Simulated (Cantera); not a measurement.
A closed system holds: 1 mol acetone, 0.13 mol CO2, 7.8 mol H2, held at 101000 Pa.

These are equilibrium values from Cantera (NASA tables, ideal gas, pure condensed phases), not measurements of a reactor. Candidate condensed phases: C, C6H6, C7H8, C8H18, H2O; 110 gas species. The feed counts by its element totals alone. Rates play no part.

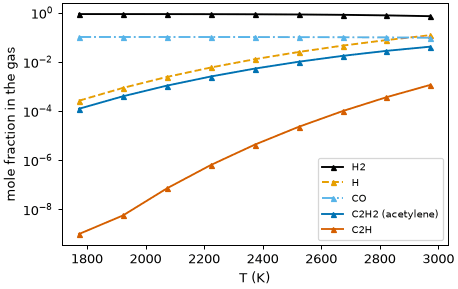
Figure. Equilibrium gas composition (values under 1e-9 drawn at 1e-9)

**Question.** Read off the mole fractions at 2823 K.

**Answer.** H2 about 0.79, CO about 0.10, H about 0.078, C2H2 (acetylene) about 0.029, C2H about 0.00037.
